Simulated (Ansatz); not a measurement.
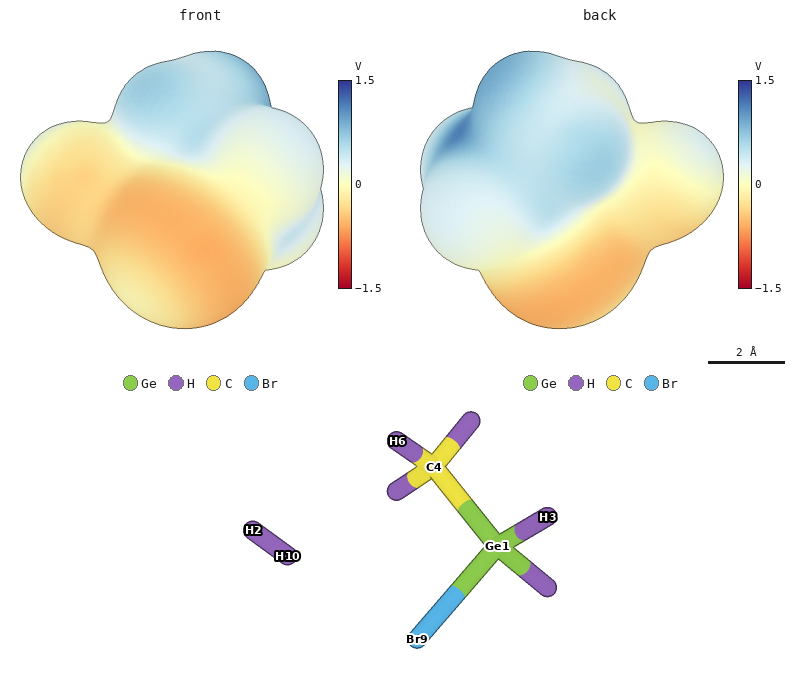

*CH5BrGe···H2. The molecular electrostatic potential painted on the density surface at 0.001 e/bohr³, seen from the front and from behind; the colour scale runs from red (negative) to blue (positive). The bare structure is drawn below in the same view.*

These are results of RKS LDA/def2-SVP (Ansatz 0.2.0), not measurements.

Input file:

```
crystal:
  periodic: [false, false, false]
  atoms:
    - { symbol: Ge, position_ang: [0.317271, -0.34691, -0.713764] }
    - { symbol: H, position_ang: [-0.411945, 0.449097, 1.831019] }
    - { symbol: H, position_ang: [1.634185, 0.071858, -1.401958] }
    - { symbol: C, position_ang: [-0.685965, 1.232246, -0.236237] }
    - { symbol: H, position_ang: [-1.664382, 0.996369, 0.226965] }
    - { symbol: H, position_ang: [-0.114096, 1.913815, 0.42292] }
    - { symbol: H, position_ang: [-0.866058, 1.746154, -1.207482] }
    - { symbol: H, position_ang: [-0.532866, -1.242518, -1.641189] }
    - { symbol: Br, position_ang: [1.038432, -1.829787, 0.993773] }
    - { symbol: H, position_ang: [-0.262076, 0.107875, 2.455953] }
basis:
  gaussian: { orbitals: def2-SVP }
hamiltonian:
  xc: lda
relax:
  f_tol: 0.03
  max_steps: 50
output:
  orbitals: {}
```

Run with:

```sh
ansatz run input.yaml --threads 4 --pin off --max-ram 5120MiB --backend cpu --events-out ev --progress --plain --runs-dir out
```

The fields are those of the run's last geometry, not of the input's.

**Where is the surface potential most negative and most positive?**

The most negative region (about −0.6 V) lies over Br9, the most positive (about +1.0 V) over Ge1.
